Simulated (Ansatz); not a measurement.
# Run report: CH₈Al₂Si, single-point calculation

CH₈Al₂Si, computed with RKS wB97M-V/def2-TZVPP (Ansatz 0.2.0).

The geometry comes from this level: PBE0-D4/def2-TZVP. Figures and captions count atoms from 1; the log counts them from 0 in places.

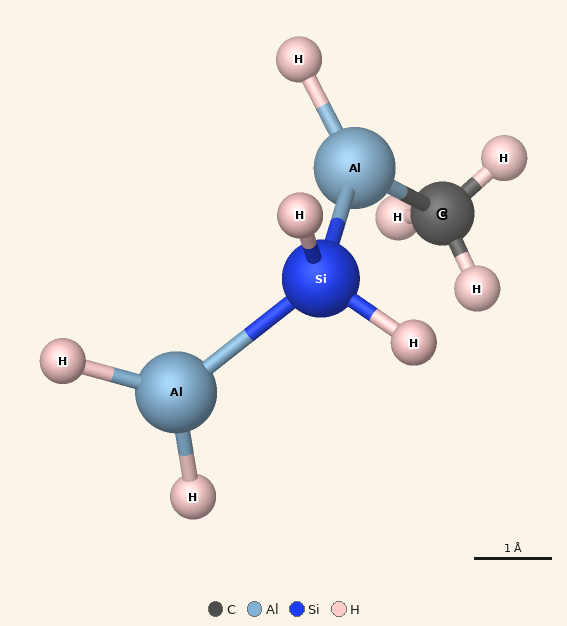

The input geometry (ball-and-stick view, seen at a tilt). Sticks mark near contacts.

**Input**
```yaml
crystal:
  periodic: [false, false, false]
  atoms:
    - {symbol: C, position_ang: [-1.361372, 1.930437, -0.665622]}
    - {symbol: Al, position_ang: [-0.848827, 0.730387, 0.787073]}
    - {symbol: Si, position_ang: [1.302129, -0.438971, 0.769317]}
    - {symbol: Al, position_ang: [1.144443, -2.536036, -0.464076]}
    - {symbol: H, position_ang: [-0.579384, 2.064516, -1.415634]}
    - {symbol: H, position_ang: [-1.627474, 2.917566, -0.272281]}
    - {symbol: H, position_ang: [-2.256031, 1.550860, -1.172312]}
    - {symbol: H, position_ang: [-1.879910, 0.442101, 1.966826]}
    - {symbol: H, position_ang: [1.765254, -0.704325, 2.165036]}
    - {symbol: H, position_ang: [2.323301, 0.430012, 0.105651]}
    - {symbol: H, position_ang: [1.279111, -2.539196, -2.049000]}
    - {symbol: H, position_ang: [0.815862, -3.902554, 0.278921]}
basis:
  gaussian: {orbitals: def2-TZVPP}
hamiltonian: {xc: {name: wB97M-V}}
output: {forces: true, orbitals: {seedname: orbitals}}
```

Run on 4 threads of Arm Neoverse V2, 23 GiB of memory available, shared host.

Command:
```bash
ansatz run in.yaml --threads 4 --pin off --events-out ev --progress --plain --max-ram 10444MiB
```

**The program's output**
```
Functional definition: wB97M-V
  name "wB97M-V"
  cite "Mardirossian & Head-Gordon, J. Chem. Phys. 144, 214110 (2016) doi:10.1063/1.4952647"
  cite "Becke, J. Chem. Phys. 107, 8554 (1997) doi:10.1063/1.475007"
  cite "Vydrov & Van Voorhis, J. Chem. Phys. 133, 244103 (2010) doi:10.1063/1.3521275"
  # Of w^i u^j: cxij and so on, Table III.
  parameter omega = 0.3/bohr
  parameter cx = 0.15
  parameter cx01 = 1.007
  parameter cx10 = 0.259
  parameter css00 = 0.443
  parameter css04 = -1.437
  parameter css10 = -4.535
  parameter css20 = -3.390
  parameter css43 = 4.278
  parameter cos00 = 1.000
  parameter cos10 = 1.358
  parameter cos20 = 2.924
  parameter cos21 = -8.812
  parameter cos60 = -1.390
  parameter cos61 = 9.142
  parameter b = 6.0
  parameter c = 0.01
  gx(w, u) = 1 - cx + cx01*u + cx10*w
  gss(w, u) = css00 + css04*u^4 + css10*w + css20*w^2 + css43*w^4*u^3
  gos(w, u) = cos00 + cos10*w + (cos20 + cos21*u)*w^2 + (cos60 + cos61*u)*w^6
  exchange = spin_sum(e_x_unif_sr(omega)*gx(b97_w, b97_u_x)) + cx*exact_x_sr(omega) + exact_x_lr(omega)
  correlation = spin_sum(e_c_pw_mod_same_spin*gss(b97_w, b97_u_same))
      + integral(e_c_pw_mod_opposite_spin*gos(b97_w_opposite, b97_u_opposite)) + vv10(b, c)
1487 factors; their error is unknown
385 factors; integrals over basis functions are off by at most 1.4e-5 eV
mean field evaluation 1: about -22232.5314 eV, gradient 4.1e1 eV
mean field evaluation 2: about -22234.1777 eV, gradient 3.1e1 eV
mean field evaluation 4: about -22236.5379 eV, gradient 6.6e-1 eV
mean field evaluation 8: about -22236.5524 eV, gradient 3.2e-1 eV
mean field evaluation 16: about -22236.5525 eV, gradient 5.2e-5 eV
mean field -22236.55253137 eV, -817.1782330511 hartree, gradient 5.2e-5 eV, S^2 0.000000; 0 other end points of the search recorded, 0 dependent functions left out
the calculation of the forces begins
reference -22236.55260376 eV, -817.1782357116 hartree; 27, 27 occupied and 242, 242 virtual orbitals, 1487 factors
Total energy: -22236.55260376 eV, -817.1782357116 hartree
Atom 0 at    -1.361372     1.930437    -0.665622 Å, force    -0.014699     0.013979    -0.006929 eV/Å
Atom 1 at    -0.848827     0.730387     0.787073 Å, force    -0.033182    -0.041232     0.089884 eV/Å
Atom 2 at     1.302129    -0.438971     0.769317 Å, force     0.045768     0.023157     0.022439 eV/Å
Atom 3 at     1.144443    -2.536036    -0.464076 Å, force    -0.004757    -0.068170    -0.038214 eV/Å
Atom 4 at    -0.579384     2.064516    -1.415634 Å, force    -0.059690    -0.005262     0.050621 eV/Å
Atom 5 at    -1.627474     2.917566    -0.272281 Å, force     0.017441    -0.068160    -0.038882 eV/Å
Atom 6 at    -2.256031     1.550860    -1.172312 Å, force     0.066056     0.035566     0.031360 eV/Å
Atom 7 at    -1.879910     0.442101     1.966826 Å, force     0.100767     0.032851    -0.119252 eV/Å
Atom 8 at     1.765254    -0.704325     2.165036 Å, force    -0.043318     0.027325    -0.140532 eV/Å
Atom 9 at     2.323301     0.430012     0.105651 Å, force    -0.097015    -0.087394     0.066038 eV/Å
Atom 10 at     1.279111    -2.539196    -2.049000 Å, force    -0.013941    -0.004001     0.165918 eV/Å
Atom 11 at     0.815862    -3.902554     0.278921 Å, force     0.036571     0.141340    -0.082452 eV/Å
Dipole moment:    -0.052669     0.154088    -0.077617 e Å
```

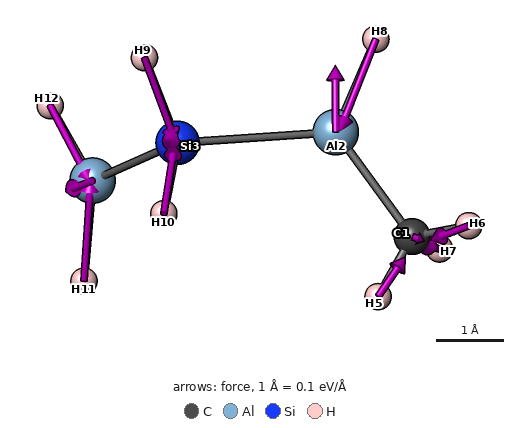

Forces on the atoms as pink arrows (ball-and-stick view, seen at a tilt; atoms are numbered from 1 in the order of the input). The largest act on H11, H12 (0.17 eV/Å); H8 (0.16 eV/Å); H9, H10 (0.15 eV/Å); Al2 (0.10 eV/Å), among others. The geometry is not a stationary point of this energy.

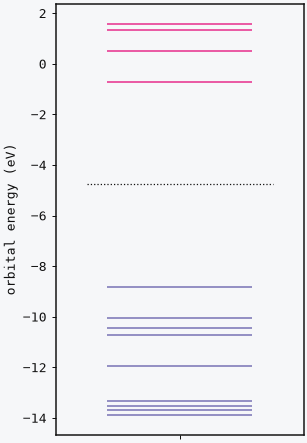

Orbital energies near the frontier; the dotted line parts filled from empty levels, and levels within 0.02 eV of each other stand side by side. Highest filled −8.81 eV, lowest empty −0.70 eV, 8.11 eV apart.

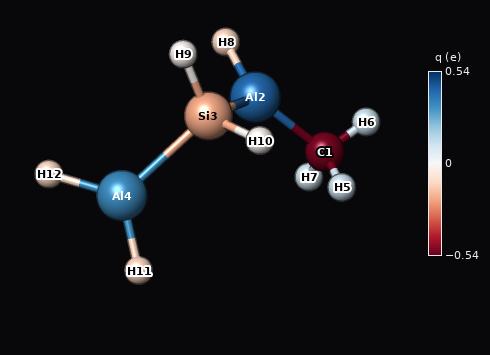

Mulliken charges, as the colour of each atom (ball-and-stick view, seen at a tilt; atoms are numbered from 1 in the order of the input). By element: C −0.51, Al +0.34 to +0.42, Si −0.20 and H −0.12 to +0.11 e.

**Key numbers**

| quantity | value |
| --- | --- |
| outcome | converged |
| total energy | −22236.5526 eV |
| SCF solution under orbital rotations | stable |
| HOMO | −8.81 eV |
| LUMO | −0.70 eV |
| largest force (length of the vector) | 0.168 eV/Å |
| dipole moment | 0.87 D |
| wall time | 11 s (CPU time 41 s) |
| peak memory | 1 GiB |
